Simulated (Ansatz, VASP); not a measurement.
# Cross-check of SiW between VASP and Ansatz, part 2 of 2

Wanted: the spread between two codes on one cell, functional and k mesh. The cell is invented: As first built, before any earlier steps moved the atoms (in the runner's words): it takes the WC structure with some of its atoms replaced by other elements, volume scaled by an estimate. It may not be a known or stable phase. The cell is taken from a series of VASP runs on this material, whose earlier steps may have relaxed, scaled or displaced it; both programs get it as it stands. Valence electrons are named where the data sets of a main pair hold unlike numbers.

VASP 6.6.1 and Ansatz 0.2.0.

So far. Step 2 (VASP: band structure, LDA): At this level the cell is under a tension of 7.0 GPa, so at these settings it is away from equilibrium.

## Step 6: VASP: band structure, r2SCAN

Level of this step: r2SCAN; plane waves and PAW (W, Si); invented cell (VASP).

A single point gives forces, pressure and levels at one fixed geometry, so differences don't come from the geometry; what else differs is listed under the comparison.

Contents of INCAR:

```
SYSTEM = SiW
PREC = Accurate
ENCUT = 400
EDIFF = 1E-06
NELM = 100
ISMEAR = 0
SIGMA = 0.02
LREAL = .FALSE.
ALGO = Normal
METAGGA = R2SCAN
LASPH = .TRUE.
LORBIT = 11
LWAVE = .FALSE.
LCHARG = .FALSE.
KPAR = 4
```

Contents of POSCAR:

```
SiW
1.0
    3.1462339355     -0.0000000082      0.0000000000
   -1.5731174854      2.7247182678      0.0000000000
    0.0000000000      0.0000000000      3.4999919662
W Si
1 1
Direct
    0.0000000000      0.0000000000      0.0000000000
    0.6666666700      0.3333333300      0.5000000000
```

Contents of KPOINTS:

```
Automatic mesh
0
Gamma
5 5 4
0 0 0
```

Contents of KPOINTS_OPT:

```
Line mode
16
Line-mode
Reciprocal
  0.00000000   0.00000000   0.00000000 GAMMA
  0.50000000   0.00000000   0.00000000 M

  0.50000000   0.00000000   0.00000000 M
  0.33333333   0.33333333   0.00000000 K

  0.33333333   0.33333333   0.00000000 K
  0.00000000   0.00000000   0.00000000 GAMMA

  0.00000000   0.00000000   0.00000000 GAMMA
  0.00000000   0.00000000   0.50000000 A

  0.00000000   0.00000000   0.50000000 A
  0.50000000   0.00000000   0.50000000 L

  0.50000000   0.00000000   0.50000000 L
  0.33333333   0.33333333   0.50000000 H

  0.33333333   0.33333333   0.50000000 H
  0.00000000   0.00000000   0.50000000 A

  0.50000000   0.00000000   0.50000000 L
  0.50000000   0.00000000   0.00000000 M

  0.33333333   0.33333333   0.00000000 K
  0.33333333   0.33333333   0.50000000 H
```

Potentials, in the order of the species: W and Si (PBE family, release 64).

Run with:

```console
$ mpirun -np 4 vasp_std
```

Numbers of over 12 decimals in the logs are rounded to 6 here.

What it wrote:

```text
[banner, memory and clock lines left out]
running    4 mpi-ranks, on    1 nodes
[...]
[... a notice as in an earlier step ...]

 LDA part: xc-table for (None), standard interpolation
 POSCAR, INCAR and KPOINTS ok, starting setup
[...]
entering main loop
       N       E                     dE             d eps       ncg     rms          rms(c)
DAV:   1    -0.289862298671E+02   -0.28986E+02   -0.41203E+03   286   0.803E+02
DAV:   2    -0.602784918055E+02   -0.31292E+02   -0.30318E+02   405   0.169E+02
DAV:   3    -0.611038577690E+02   -0.82537E+00   -0.78525E+00   318   0.229E+01
DAV:   4    -0.611098006733E+02   -0.59429E-02   -0.59411E-02   408   0.227E+00
[...]
DAV:  10    -0.602608613671E+02   -0.19693E-03   -0.46461E-04   323   0.162E-01    0.549E-02
DAV:  11    -0.602608847113E+02   -0.23344E-04   -0.51422E-05   377   0.619E-02    0.281E-02
DAV:  12    -0.602608839051E+02    0.80624E-06   -0.34197E-06   287   0.149E-02
   1 F= -.60260884E+02 E0= -.60260617E+02  d E =-.534380E-03
 Start KPOINTS_OPT (optional k-point list driver)
k-point batch [1-15\144]
       N       E                     dE             ncg
DAV:   1     0.122300914462E+04   -0.10486E+04      270
DAV:   2     0.648990519986E+03   -0.57402E+03      380
DAV:   3     0.629374964173E+03   -0.19616E+02      358
DAV:   4     0.629157701248E+03   -0.21726E+00      380
DAV:   5     0.629155950261E+03   -0.17510E-02      347
DAV:   6     0.629155921030E+03   -0.29231E-04      390
DAV:   7     0.629155920351E+03   -0.67965E-06      370
[...]
k-point batch [136-144\144]
       N       E                     dE             ncg
DAV:   1     0.284400436033E+04   -0.31019E+04      162
DAV:   2     0.256488891240E+04   -0.27912E+03      182
DAV:   3     0.255446420999E+04   -0.10425E+02      206
DAV:   4     0.255433012165E+04   -0.13409E+00      250
DAV:   5     0.255432989950E+04   -0.22215E-03      222
DAV:   6     0.255432989714E+04   -0.23556E-05      264
DAV:   7     0.255432989714E+04   -0.40018E-09      227
```

Parts of OUTCAR (step 6):

```text
  Total       -0.5361236     -0.5361235     -0.6258972      0.0000001      0.0000000      0.0000000
  in kB      -28.6283171    -28.6283118    -33.4221160      0.0000055      0.0000000      0.0000000
  external PRESSURE =     -30.2262483 kB  Pullay stress =       0.0000000 kB

 POSITION                                       TOTAL-FORCE (eV/Angst)
 -----------------------------------------------------------------------------------
      0.00000      0.00000      0.00000         0.000000      0.000000      0.000000
      1.57312      0.90824      1.75000        -0.000000     -0.000000      0.000000
 -----------------------------------------------------------------------------------
    total drift:                               -0.000002      0.000001     -0.000000

  FREE ENERGIE OF THE ION-ELECTRON SYSTEM (eV)
  ---------------------------------------------------
  free  energy   TOTEN  =       -60.2608839051 eV

  energy  without entropy=      -60.2603495252  energy(sigma->0) =      -60.26061672

[... 2 parts as in an earlier step ...]

[... 1 further part left out ...]
[key lines of the parts left out:]
E-fermi :   8.4408
```

At this level the cell is under a tension of 3.0 GPa, so at these settings it is away from equilibrium.

## Step 7: Ansatz: band structure, r2SCAN

The same cell, functional, mesh and smearing now go to Ansatz, which takes its cutoff from its data sets.

The cell is taken from a series of VASP runs on this material, whose earlier steps may have relaxed, scaled or displaced it; both programs get it as it stands.

Contents of input.yaml:

```yaml
crystal:
  lattice:
    - [3.1462339355, -8.2e-09, 0.0]
    - [-1.5731174854, 2.7247182678, 0.0]
    - [0.0, 0.0, 3.4999919662]
  atoms:
    - { symbol: W, position: [0.0, 0.0, 0.0] }
    - { symbol: Si, position: [0.66666667, 0.33333333, 0.5] }
hamiltonian:
  xc: r2scan
  pseudopotentials: { kind: paw }
kpoints:
  mp_grid: { grid: [5, 5, 4] }
  band_path:
    path:
      - [0.0, 0.0, 0.0]
      - [0.13333, 0.0, 0.0]
      - [0.3, 0.0, 0.0]
      - [0.46667, 0.0, 0.0]
      - [0.46667, 0.06667, 0.0]
      - [0.41111, 0.17778, 0.0]
      - [0.35556, 0.28889, 0.0]
      - [0.28889, 0.28889, 0.0]
      - [0.17778, 0.17778, 0.0]
      - [0.06667, 0.06667, 0.0]
      - [0.0, 0.0, 0.03333]
      - [0.0, 0.0, 0.2]
      - [0.0, 0.0, 0.36667]
      - [0.0, 0.0, 0.5]
      - [0.16667, 0.0, 0.5]
      - [0.3, 0.0, 0.5]
      - [0.46667, 0.0, 0.5]
      - [0.46667, 0.06667, 0.5]
      - [0.41111, 0.17778, 0.5]
      - [0.35556, 0.28889, 0.5]
      - [0.28889, 0.28889, 0.5]
      - [0.17778, 0.17778, 0.5]
      - [0.06667, 0.06667, 0.5]
      - [0.5, 0.0, 0.46667]
      - [0.5, 0.0, 0.3]
      - [0.5, 0.0, 0.13333]
      - [0.33333, 0.33333, 0.0]
      - [0.33333, 0.33333, 0.16667]
      - [0.33333, 0.33333, 0.33333]
      - [0.33333, 0.33333, 0.5]
    npoints: 1
scf:
  occupations: { method: gaussian, width: 0.02 }
  n_extra_bands: 7
output:
  forces: true
  stress: true
  eigenvalues: true
```

Run with:

```console
$ ansatz run input.yaml --threads 2 --pin off --max-ram 4608MiB --backend cpu --events-out ev --progress --plain --runs-dir out
```

What it wrote:

```text
[...]
Crystal: 2 atoms, lattice volume = 30.004 Å³
Basis set: ecut = 500 eV, 769 PW (Γ), exchange–correlation on 96×96×108 points (64 copies of the dense FFT grid, shifted against one another)
Bands: 16, of which v1, the nominal top of the filled ones, is band 9 counted from 1 (8 counted from 0)
Symmetry: 12 space group operations
[...]
k-point 0: bands = [... 5 lower, 12.3989, 14.9132, 14.9132, 16.5123, 17.6979, 17.6979, 23.8193, 23.8193, ... 3 higher]
  k-point 1: bands = [... 5 lower, 10.9310, 15.2003, 15.2003, 16.6384, 16.6408, 16.6408, 24.2146, 24.2146, ... 3 higher]
  k-point 2: bands = [... 5 lower, 8.2764, 15.5921, 15.5921, 15.8369, 15.8369, 17.4736, 23.1202, 23.1202, ... 3 higher]
  k-point 14: bands = [... 5 lower, 11.3629, 11.8168, 14.2001, 15.1194, 18.4130, 20.7785, 21.1141, 22.6612, ... 3 higher]
[key lines of the parts left out:]
SCF converged after 6 iterations
Free energy (F): -11036.400433 eV
Fermi energy:    16.579792 eV
P = ⅓ Tr σ = -2.0724 GPa (-20.724 kbar)
```

It took 5 s on 2 threads of Arm Neoverse N1, shared host; peak memory 0.33 GiB.

## Step 8: Differences

What differs besides the data sets and the points named for the pairs above, as far as they apply: VASP keeps PBE cores, Ansatz makes them for the functional; the data sets hold 18 valence electrons in Ansatz (on its default PAW (the set named soft_2) files) and 10 in VASP; the cutoff is 500 eV in Ansatz and 400 eV in VASP. Total energies have different zeros and are not compared.

Compared:

| quantity | Ansatz | VASP | difference |
| --- | --- | --- | --- |
| pressure (GPa) | -2.07 | -3.02 | +0.95 |
| pressure without Ansatz's Pulay correction (GPa) | -2.13 | -3.02 | +0.90 |

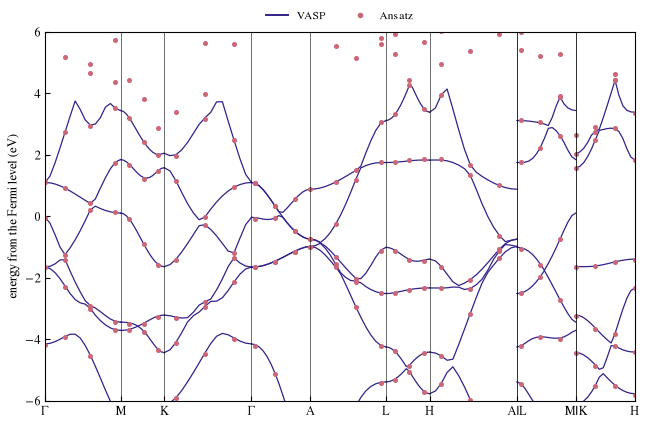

Bands from VASP (lines) and levels from Ansatz (dots). Dots without a line are higher empty bands that the VASP plot leaves out.

Levels from 3 eV below to 2 eV above the Fermi level differ by 16 meV r.m.s. and 38 meV at most; each VASP level is matched to the nearest of Ansatz, which flatters the figure a little. Ansatz's pressure holds a Pulay correction of 0.05 GPa; VASP's holds none.

## Step 9: VASP: band structure, r2SCAN, spin-orbit coupling

A single point gives forces, pressure and levels at one fixed geometry, so differences don't come from the geometry; what else differs is listed under the comparison.

INCAR: that of step 6 with these lines changed.

```diff
@@ -11,2 +11,8 @@
 LASPH = .TRUE.
+LNONCOLLINEAR = .TRUE.
+MAGMOM = 0 0 0 0 0 0
+NBANDS = 22
+GGA_COMPAT = .FALSE.
+LSORBIT = .TRUE.
+LMAXMIX = 4
 LORBIT = 11
```

POSCAR is that of step 6.

Contents of KPOINTS:

```
Automatic mesh
0
Gamma
6 6 5
0 0 0
```

KPOINTS_OPT is that of step 6.

Run with:

```console
$ mpirun -np 4 vasp_ncl
```

What it wrote:

```text
[... set-up lines as in an earlier step ...]
 entering main loop
       N       E                     dE             d eps       ncg     rms          rms(c)
DAV:   1    -0.231202164916E+02   -0.23120E+02   -0.36557E+03  1320   0.663E+02
DAV:   2    -0.596149733851E+02   -0.36495E+02   -0.33864E+02  1636   0.173E+02
DAV:   3    -0.612796087576E+02   -0.16646E+01   -0.16341E+01  1734   0.307E+01
DAV:   4    -0.612950402044E+02   -0.15431E-01   -0.15420E-01  1538   0.341E+00
[...]
DAV:  11    -0.605012287545E+02   -0.71996E-04   -0.99452E-05  1464   0.795E-02    0.157E-02
DAV:  12    -0.605012299582E+02   -0.12037E-05   -0.64300E-06  1608   0.209E-02    0.117E-02
DAV:  13    -0.605012301173E+02   -0.15910E-06   -0.45149E-07   976   0.607E-03
   1 F= -.60501230E+02 E0= -.60501050E+02  d E =-.360377E-03  mag=    -0.0000    -0.0000    -0.0000
 Start KPOINTS_OPT (optional k-point list driver)
k-point batch [1-30\144]
       N       E                     dE             ncg
DAV:   1     0.243666931743E+04   -0.41850E+04     1320
DAV:   2     0.127595358871E+04   -0.11607E+04     1590
DAV:   3     0.122001760497E+04   -0.55936E+02     1664
DAV:   4     0.121944282678E+04   -0.57478E+00     1572
DAV:   5     0.121943602187E+04   -0.68049E-02     1664
DAV:   6     0.121943591161E+04   -0.11026E-03     1636
DAV:   7     0.121943591000E+04   -0.16112E-05     1484
DAV:   8     0.121943590993E+04   -0.67208E-07     1144
[...]
k-point batch [121-144\144]
       N       E                     dE             ncg
DAV:   1     0.399266709203E+04   -0.67068E+04     1064
DAV:   2     0.314372268619E+04   -0.84894E+03     1320
DAV:   3     0.311047198564E+04   -0.33251E+02     1272
DAV:   4     0.311021608404E+04   -0.25590E+00     1194
DAV:   5     0.311021328358E+04   -0.28005E-02     1242
DAV:   6     0.311021323873E+04   -0.44847E-04     1278
DAV:   7     0.311021323809E+04   -0.63776E-06     1058
```

OUTCAR, selected parts (step 9):

```text
  Total       -0.6327889     -0.6327888     -0.8128762      0.0000001      0.0000000      0.0000000
  in kB      -33.7901239    -33.7901177    -43.4065552      0.0000065      0.0000000      0.0000000
  external PRESSURE =     -36.9955989 kB  Pullay stress =       0.0000000 kB

 POSITION                                       TOTAL-FORCE (eV/Angst)
 -----------------------------------------------------------------------------------
      0.00000      0.00000      0.00000        -0.000000     -0.000000      0.000000
      1.57312      0.90824      1.75000         0.000000      0.000000      0.000000
 -----------------------------------------------------------------------------------
    total drift:                               -0.000001      0.000001     -0.000000

  FREE ENERGIE OF THE ION-ELECTRON SYSTEM (eV)
  ---------------------------------------------------
  free  energy   TOTEN  =       -60.5012301173 eV

  energy  without entropy=      -60.5008697400  energy(sigma->0) =      -60.50104993

 magnetization (x)
# of ion       s       p       d       tot
------------------------------------------
    1        0.000   0.000   0.000   0.000
    2        0.000   0.000   0.000   0.000
--------------------------------------------------
tot          0.000   0.000   0.000   0.000

 magnetization (y)
# of ion       s       p       d       tot
------------------------------------------
    1        0.000  -0.000  -0.000  -0.000
    2        0.000  -0.000   0.000  -0.000
--------------------------------------------------
tot          0.000  -0.000  -0.000  -0.000

 magnetization (z)
# of ion       s       p       d       tot
------------------------------------------
    1        0.000   0.000  -0.000   0.000
    2       -0.000  -0.000   0.000  -0.000
--------------------------------------------------
tot         -0.000   0.000  -0.000   0.000

[... 1 part as in an earlier step ...]

[... 2 further parts left out ...]
[key lines of the parts left out:]
E-fermi :   8.2836
```

At this level the cell is under a tension of 3.7 GPa, so at these settings it is away from equilibrium.

## Step 10: Ansatz: band structure, r2SCAN, spin-orbit coupling

The same cell, functional, mesh and smearing now go to Ansatz, which takes its cutoff from its data sets.

The cell is taken from a series of VASP runs on this material, whose earlier steps may have relaxed, scaled or displaced it; both programs get it as it stands.

input.yaml: that of step 7 with these lines changed.

```diff
@@ -10,5 +10,8 @@
   xc: r2scan
-  pseudopotentials: { kind: paw }
+  pseudopotentials: { kind: paw_fr }
+magnetization:
+  noncollinear: true
+  spin_orbit: true
 kpoints:
-  mp_grid: { grid: [5, 5, 4] }
+  mp_grid: { grid: [6, 6, 5] }
   band_path:
@@ -48,3 +51,3 @@
   occupations: { method: gaussian, width: 0.02 }
-  n_extra_bands: 7
+  n_extra_bands: 14
 output:
```

Run with:

```console
$ ansatz run input.yaml --threads 2 --pin off --max-ram 4608MiB --backend cpu --events-out ev --progress --plain --runs-dir out
```

What it wrote:

```text
[...]
non-collinear run that drives no moment, with spin-orbit: no starting moment large enough to seed its density (crystal.atoms[].spin), no starting occupations that ask for one, no magnetisation constraint and no magnetic field, so the semilocal B_xc is pinned to zero
Crystal: 2 atoms, lattice volume = 30.004 Å³
[...]
k-point 1: bands = [... 14 lower, 15.3733, 15.3733, 16.3580, 16.3580, 16.9865, 16.9865, 17.0777, 17.2223, ... 10 higher]
  k-point 2: bands = [... 14 lower, 15.6993, 15.6993, 15.9471, 15.9471, 16.1564, 16.2972, 17.3793, 17.3793, ... 10 higher]
  k-point 20: bands = [... 14 lower, 13.4593, 13.5939, 15.1621, 15.1701, 19.1286, 19.1477, 20.1574, 20.1617, ... 10 higher]
[key lines of the parts left out:]
SCF converged after 7 iterations
Magnetization: |M| = 0.0000 μB,  M = (+0.0000, +0.0000, +0.0000) μB
Free energy (F): -11012.034665 eV
Fermi energy:    16.434193 eV
P = ⅓ Tr σ = -2.8686 GPa (-28.686 kbar)
```

Run time: 21 s. Hardware: 2 threads; peak memory 0.46 GiB.

## Step 11: Side by side

What differs besides the data sets and the points named for the pairs above, as far as they apply: spin-orbit coupling enters by fully relativistic files in Ansatz and inside the spheres in VASP; the data sets hold 18 valence electrons in Ansatz (on its fully relativistic PAW (standard-fr) files) and 10 in VASP. Total energies have different zeros and are not compared.

Both answers:

| quantity | Ansatz | VASP | difference |
| --- | --- | --- | --- |
| pressure (GPa) | -2.87 | -3.70 | +0.83 |
| pressure without Ansatz's Pulay correction (GPa) | -2.92 | -3.70 | +0.78 |

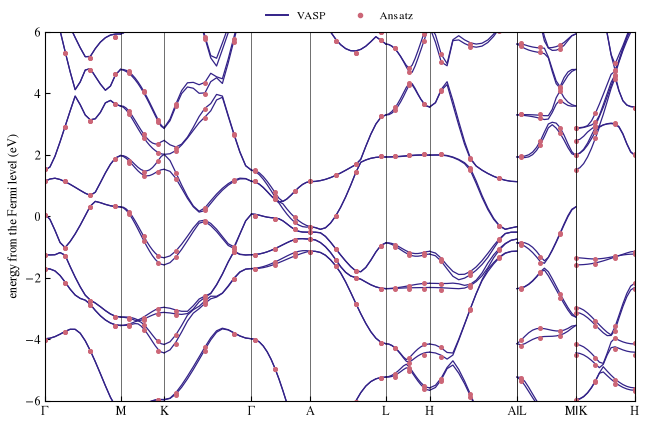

Bands from VASP (lines) and levels from Ansatz (dots). Dots without a line are higher empty bands that the VASP plot leaves out.

Levels from 3 eV below to 2 eV above the Fermi level differ by 20 meV r.m.s. and 59 meV at most; each VASP level is matched to the nearest of Ansatz, which flatters the figure a little. Ansatz's pressure holds a Pulay correction of 0.05 GPa; VASP's holds none.

## Step 12: What came out

| Property | Result |
| --- | --- |
| difference in pressure (band structure, LDA) | -1.2 GPa |
| r.m.s. difference of levels near the Fermi level (band structure, r2SCAN) | 16 meV |
| difference in pressure (band structure, r2SCAN) | 0.95 GPa |
| r.m.s. difference of levels near the Fermi level (band structure, r2SCAN, spin-orbit coupling) | 20 meV |
| difference in pressure (band structure, r2SCAN, spin-orbit coupling) | 0.83 GPa |

What this shows: The difference in pressure is -1.2 GPa (band structure, LDA), beyond the 1 GPa picked in this series as the mark of a large difference. The data sets hold unlike numbers of valence electrons (18 in Ansatz and 10 in VASP), so part of the differences comes from the potentials. Band structure, LDA, norm-conserving potentials (cutoff 952 eV): the difference in pressure goes from -1.2 to -1.7 GPa. 3 further runs of this series are not shown here. How closely two codes agree says nothing of how well the functional describes the real material.

[Lines on the potential files, build, host, timing and source positions are cut from VASP's logs without a mark.]

[Logs are printed without paths, hosts, clocks, repeated set-up lines and the standing remarks that a program may print on its own settings, such as how far it seeks lower states.]

[Hosts, paths, dates, database ids (printed as entryN), source tags and the programs' standing remarks are cut or masked in the printed files.]
